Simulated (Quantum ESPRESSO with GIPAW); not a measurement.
## ZnS: NMR parameters from first principles

Wanted: NMR shieldings for each site of ZnS.

Method: DFT, PBE, plane-wave PAW (pslibrary 1.0.0 recipes), scalar-relativistic, GIPAW; a patched development version of the program, in Quantum ESPRESSO with GIPAW 8.0dev (patched build).

### 1. The starting structure

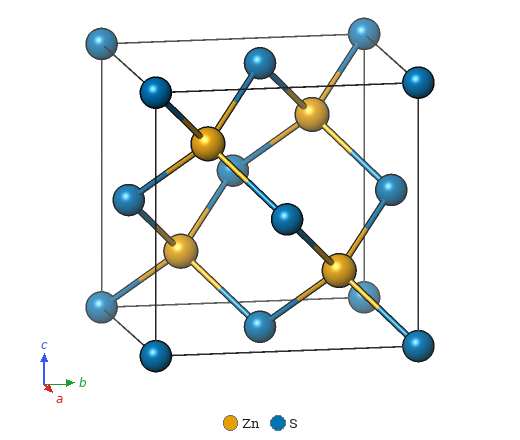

Start, viewed slightly off an axis; zinc orange, sulfur blue. This picture shows the conventional cell, with its axes. Bonds to atoms that aren't drawn are left out. Some periodic images of atoms are drawn too.

Structure file:

```cif
data_structure
_symmetry_space_group_name_H-M 'F-43m'
_symmetry_Int_Tables_number 216
_cell_length_a 5.4040
_cell_length_b 5.4040
_cell_length_c 5.4040
_cell_angle_alpha 90.000
_cell_angle_beta 90.000
_cell_angle_gamma 90.000
_cell_volume 157.81
loop_
_atom_site_label
_atom_site_type_symbol
_atom_site_symmetry_multiplicity
_atom_site_Wyckoff_symbol
_atom_site_fract_x
_atom_site_fract_y
_atom_site_fract_z
_atom_site_occupancy
Zn1 Zn 4 c 0.25000 0.25000 0.25000 1
S1 S 4 a 0.00000 0.00000 0.00000 1
```

The cell is an entry of the Crystallography Open Database; it need not be the form that is stable at ambient conditions.

A relaxation of the atoms beforehand (Quantum ESPRESSO with GIPAW) moved none by more than 0.003 Å.

### 2. Self-consistent run

The shielding is a linear response of the occupied states, which this run provides. It is converged far beyond what an energy needs, since the response uses the wavefunctions themselves. No empty states are asked for: the response is solved without them. The mesh has a spacing of 0.23 Å⁻¹ at most. The PAW files were made with ld1.x from the pslibrary 1.0.0 recipes, with GIPAW reconstruction switched on.

The input, scf.in:

```
&control
  calculation = 'scf'
  prefix = 'x'
  outdir = './tmp/'
  pseudo_dir = './'
/
&system
  ibrav = 0
  nat = 2
  ntyp = 2
  ecutwfc = 55
  ecutrho = 330
  nbnd = 9
/
&electrons
  conv_thr = 1.0d-10
  mixing_beta = 0.7
  electron_maxstep = 100
/
ATOMIC_SPECIES
  Zn 65.380 Zn.pbe-dn-kjpaw_psl.1.0.0-gipaw.UPF
  S 32.060 S.pbe-n-kjpaw_psl.1.0.0-gipaw.UPF
CELL_PARAMETERS angstrom
  0.00000000 2.70200000 2.70200000
  2.70200000 0.00000000 2.70200000
  2.70200000 2.70200000 0.00000000
ATOMIC_POSITIONS crystal
  Zn 0.75000000 0.75000000 0.75000000
  S 0.00000000 0.00000000 0.00000000
K_POINTS automatic
  9 9 9 0 0 0
```

Started as:

```bash
$ mpirun -np 4 pw.x -nk 4 -in scf.in > scf.out
```

Log:

```text
using ibrav=0 with symmetry is DISCOURAGED, use correct ibrav instead

     bravais-lattice index     =            0
     lattice parameter (alat)  =       7.2210  a.u.
     unit-cell volume          =     266.2457 (a.u.)^3
     number of atoms/cell      =            2
     number of atomic types    =            2
     number of electrons       =        18.00
     number of Kohn-Sham states=            9
     kinetic-energy cutoff     =      55.0000  Ry
     charge density cutoff     =     330.0000  Ry
     scf convergence threshold =      1.0E-10
     mixing beta               =       0.7000
     number of iterations used =            8  plain     mixing
     Exchange-correlation= SLA-PW-PBX-PBC
                           (   1   4   3   4   0   0   0)
[...]
Zn               12.00    65.38000     Zn( 1.00)
     S                 6.00    32.06000     S ( 1.00)

     24 Sym. Ops. (no inversion) found
[...]
number of k points=    35
[...]
Dense  grid:    26813 G-vectors     FFT dimensions: (  45,  45,  45)

     Smooth grid:    14649 G-vectors     FFT dimensions: (  36,  36,  36)

     Initial potential from superposition of free atoms

     starting charge      17.9962, renormalised to      18.0000
     Starting wfcs are   13 randomized atomic wfcs

     Self-consistent Calculation

     iteration #  1     ecut=    55.00 Ry     beta= 0.70
     Davidson diagonalization with overlap
     ethr =  1.00E-02,  avg # of iterations =  1.8

     Threshold (ethr) on eigenvalues was too large:
     Diagonalizing with lowered threshold

     Davidson diagonalization with overlap
     ethr =  3.00E-04,  avg # of iterations =  2.9

     total energy              =    -310.11342065 Ry
     estimated scf accuracy    <       0.05657559 Ry

     iteration #  2     ecut=    55.00 Ry     beta= 0.70
     Davidson diagonalization with overlap
     ethr =  3.14E-04,  avg # of iterations =  2.6

     total energy              =    -310.12771391 Ry
     estimated scf accuracy    <       0.00897135 Ry

     iteration #  3     ecut=    55.00 Ry     beta= 0.70
[...]
total energy              =    -310.12952103 Ry
     estimated scf accuracy    <       0.00188317 Ry

[...]
total energy              =    -310.13004983 Ry
[...]
iteration # 18     ecut=    55.00 Ry     beta= 0.70
     Davidson diagonalization with overlap
     ethr =  8.36E-13,  avg # of iterations =  2.1

     total energy              =    -310.13004983 Ry
     estimated scf accuracy    <          1.1E-10 Ry

     iteration # 19     ecut=    55.00 Ry     beta= 0.70
     Davidson diagonalization with overlap
     ethr =  5.97E-13,  avg # of iterations =  2.3

     End of self-consistent calculation
     [one-electron energies left out]

!    total energy              =    -310.13004983 Ry
     total all-electron energy =     -4390.628241 Ry
     estimated scf accuracy    <          9.9E-12 Ry

     The total energy is the sum of the following terms:
     one-electron contribution =     -85.02302719 Ry
     hartree contribution      =      60.92121759 Ry
     xc contribution           =     -52.35338336 Ry
     ewald contribution        =     -92.12167894 Ry
     one-center paw contrib.   =    -141.55317794 Ry

     convergence has been achieved in  19 iterations
[...]
JOB DONE.
```

The job ended after 9 s (4 MPI ranks of Arm Neoverse V2, shared host; peak memory 0.41 GiB).

It converged in 19 cycles to an estimated accuracy of 1e-11 Ry, on 35 irreducible k-points.

### 3. Shieldings

A uniform field breaks periodicity, so gipaw.x applies it as a wave of small q and takes the limit. It solves for the first-order states, builds the induced current and gets the field at each nucleus by Biot–Savart; the PAW spheres add what the smooth waves miss near the nuclei. pawproj makes the reconstruction use the PAW data sets' own projectors.

The input, nmr.in:

```
&inputgipaw
  job = 'nmr'
  prefix = 'x'
  tmp_dir = './tmp/'
  restart_mode = 'from_scratch'
  verbosity = 'low'
  q_gipaw = 0.01
  spline_ps = .true.
  conv_threshold = 1.0d-11
  use_nmr_macroscopic_shape = .false.
  pawproj(1) = .true.
  pawproj(2) = .true.
/
```

Started as:

```bash
$ mpirun -np 4 gipaw.x -in nmr.in > nmr.out
```

Log:

```text
[banner, memory and clock lines left out]
[a note of our patched build left out]

     Parallelizing q-star over 1 images

     IMPORTANT: XC functional enforced from input :
     Exchange-correlation= PBE
                           (   1   4   3   4   0   0   0)
     Any further DFT definition will be discarded
     Please, verify this is what you really want

[...]
alpha_pv=     26.3080 eV

     spline_ps is .false., expect some extrapolation errors

     q-space interpolation up to    66.00 Rydberg

     GIPAW job: nmr
     NMR macroscopic correction: no
[...]
Computing the magnetic susceptibility     isolve=0    ethr=  0.1000E-10
     Starting from scratch
     k-point #    1 of    35      pool #  1    cpu time:       0.6
[...]
End of magnetic susceptibility calculation

     f-sum rule (1st term):
           -12.3024          0.0000         -0.0000
             0.0000        -12.3024         -0.0000
            -0.0000          0.0000        -12.3024

     f-sum rule (2nd term):
            -0.1536          0.0000         -0.0000
            -0.0000         -0.1536          0.0000
            -0.0000         -0.0000         -0.1536

     f-sum rule (should be   -12.4498):
           -12.4560          0.0000         -0.0000
             0.0000        -12.4560         -0.0000
            -0.0000         -0.0000        -12.4560

[... susceptibilities left out ...]
     Contributions to the NMR chemical shifts: -------------------------------

     Macroscopic shape contribution in ppm:                    0.00
             0.0000          0.0000          0.0000
             0.0000          0.0000          0.0000
             0.0000          0.0000          0.0000

     Core contribution in ppm:

     Atom  1  Zn  pos: (  1.060660  1.060660  1.060660)  core sigma:        2275.73
     Atom  2  S   pos: (  0.000000  0.000000  0.000000)  core sigma:         979.79

     Bare contribution in ppm:

     Atom  1  Zn  pos: (  1.060660  1.060660  1.060660)  bare sigma:          31.50
[...]
Atom  2  S   pos: (  0.000000  0.000000  0.000000)  bare sigma:          30.67
[...]
Diamagnetic contribution in ppm:

     Atom  1  Zn  pos: (  1.060660  1.060660  1.060660)  dia sigma:         213.03
[...]
Atom  2  S   pos: (  0.000000  0.000000  0.000000)  dia sigma:          -5.36
[...]
Paramagnetic contribution in ppm:

     Atom  1  Zn  pos: (  1.060660  1.060660  1.060660)  para sigma:         601.69
[...]
Atom  2  S   pos: (  0.000000  0.000000  0.000000)  para sigma:        -533.33
[...]
Paramagnetic US occ-occ contribution in ppm:

     Atom  1  Zn  pos: (  1.060660  1.060660  1.060660)  para_oo sigma:          -2.93
[...]
Atom  2  S   pos: (  0.000000  0.000000  0.000000)  para_oo sigma:          -4.19
[...]
Paramagnetic US L_R Q_R contribution in ppm:

     Atom  1  Zn  pos: (  1.060660  1.060660  1.060660)  para_lq sigma:       -1882.76
[...]
Atom  2  S   pos: (  0.000000  0.000000  0.000000)  para_lq sigma:         134.25
[...]
Total NMR chemical shifts in ppm: ---------------------------------------
     (adopting the Simpson convention for anisotropy and asymmetry)-----------

     Atom  1  Zn  pos: (  1.060660  1.060660  1.060660)  Total sigma:        1236.26
          1236.2593         -0.0000         -0.0000
            -0.0000       1236.2593          0.0000
            -0.0000         -0.0000       1236.2593

     Zn      1    anisotropy:      0.00    eta:    0.0000
[...]
Atom  2  S   pos: (  0.000000  0.000000  0.000000)  Total sigma:         601.83
           601.8282         -0.0000         -0.0000
            -0.0000        601.8282         -0.0000
            -0.0000          0.0000        601.8282

     S       2    anisotropy:      0.00    eta:    0.0000
[...]
```

Wall time 59 s (4 MPI ranks); peak memory 0.27 GiB; 3.9 min of CPU time.

The f-sum rule is met to 0.0062 of 12.4 (0.05 %). Converged shieldings require that this miss be small, but a small miss does not prove them.

From the symmetric part of each tensor, with principal values σ11 ≤ σ22 ≤ σ33: σ_iso is their mean, the span is σ33 − σ11 and the skew 3(σ_iso − σ22)/span. (gipaw.x prints an anisotropy in another convention.)

| site | atom no. | atoms in cell | σ_iso (ppm) | span (ppm) | skew |
| --- | --- | --- | --- | --- | --- |
| Zn | 1 | 1 | 1236 | 0 | - |
| S | 2 | 1 | 601.8 | 0.0 | - |

The macroscopic shape term is switched off. For a spherical sample the valence susceptibility of this run would add about 13 ppm to every site, a rough estimate, since the susceptibility converges slowly and lacks part of the PAW terms. Differences within the crystal don't depend on it, but shieldings of different compounds can't be compared to better than a few ppm without it.

Zn and S sit on cubic site symmetry, where the tensor must be isotropic.

### 4. From shieldings to shifts

Covalently bonded atoms count as neighbours within 1.18 times the sum of their radii. Otherwise a cation's neighbours lie within 1.2 times its shortest bond (1.3 for large cations, each anion's radius taken off where they differ), and an anion's are the cations that count it.

| site | atom no. | atoms in cell | surroundings | bonds (Å) | σ_iso (ppm) |
| --- | --- | --- | --- | --- | --- |
| Zn | 1 | 1 | ZnS4 | 2.340 | 1236 |
| S | 2 | 1 | bound to Zn4 | 2.340 | 601.8 |

### 5. Other settings and structures

Each row names what was changed: another mesh tests the sampling of the zone; another functional shows how far the paramagnetic term hangs on the exchange-correlation form; another cutoff tests the basis.

Changes of σ_iso (ppm) against the run above (PBE, cutoffs 55 and 330 Ry, mesh 9×9×9, 4.5 min). Times are CPU times of pw.x and gipaw.x together, on 4 MPI ranks of Arm Neoverse V2, shared host; on a shared host they are rough. A run is marked as doubtful where the f-sum miss passes 0.015 electrons, or that much for each three atoms in larger cells (with Tl, Pb, Hg, Bi or Sn a third of that, or a mesh spacing over 0.26 Å⁻¹), or where the susceptibility is unphysically large.

| run | CPU time | f-sum miss | Zn | S |
| --- | --- | --- | --- | --- |
| mesh 11×11×11 | 7 min | 0.0011 | +0.2 | +12.3 |
| LDA | 4.3 min | 0.0091 | -40.5 | -65.0 |
| cutoffs 40 and 280 Ry (coarse on purpose) | 3 min | 0.0060 | -1.3 | -0.2 |
| mesh 6×6×6 (marked) | 2.1 min | 0.087 | -13.9 | -117.0 |
| Wu-Cohen | 4.4 min | 0.0080 | -21.3 | -33.1 |

The largest move is -117.0 ppm, on S, from mesh 6×6×6.

### 6. What goes wrong with a poor setting

One more run, with a slip of the kind that is easily made.

nmr.in: that of step 3 with these lines changed.

```diff
@@ -1,3 +1,3 @@
 &inputgipaw
-  job = 'nmr'
+  job = 'NMR_shift'
   prefix = 'x'
```

Log:

```text
[banner, memory and clock lines left out]
[a note of our patched build left out]

     Parallelizing q-star over 1 images

     IMPORTANT: XC functional enforced from input :
     Exchange-correlation= PBE
                           (   1   4   3   4   0   0   0)
     Any further DFT definition will be discarded
     Please, verify this is what you really want

[...]
alpha_pv=     26.3080 eV

     spline_ps is .false., expect some extrapolation errors

     q-space interpolation up to    66.00 Rydberg

     GIPAW job: NMR_shift

     Error in routine gipaw_main:
     wrong or undefined job in input

     stopping ...
```

Elapsed: 1.1 s, on 4 MPI ranks; peak memory 0.25 GiB.

The program stopped with an error: Error in routine gipaw_main: wrong or undefined job in input. The fault: an unknown job. 

### 7. Summary of results

```
67Zn shielding without shape term : 1236 ppm
33S shielding without shape term  : 601.8 ppm
```

What this shows: 67Zn has one site (ZnS4), with isotropic shielding 1236 ppm (shape term left out). A shift needs a reference, δ = σ_ref − σ, fixed on measured compounds; for 67Zn of this kind at this level too few were at hand, or they scattered too widely about a line, so none is given. Going to mesh 11×11×11 changes no isotropic shielding by more than 12.3 ppm, a first measure of the error left in that respect. A higher cutoff was not carried through on these files. The cheaper run with cutoffs 40 and 280 Ry takes about 65 % of the time and is off by 1.3 ppm on Zn. The largest change with the functional is 65.0 ppm in absolute shielding; part of that drops out once each functional has its own reference line. This build of gipaw.x prints that it is not audited and that its numbers are no references by themselves. It also reports spline_ps as false although the input sets it; why was not traced.

[Banner, clock, file and message-heading lines were taken out of the pw.x and gipaw.x logs.]

[Logs are printed without paths, hosts, clocks, repeated set-up lines and the standing remarks that a program may print on its own settings, such as how far it seeks lower states.]

[Hosts, paths, dates, database ids (printed as entryN), source tags and the programs' standing remarks are cut or masked in the printed files.]

[Where no reference line passes its bar on scatter, no shift is given, so a measured shift of this compound may stand uncompared.]
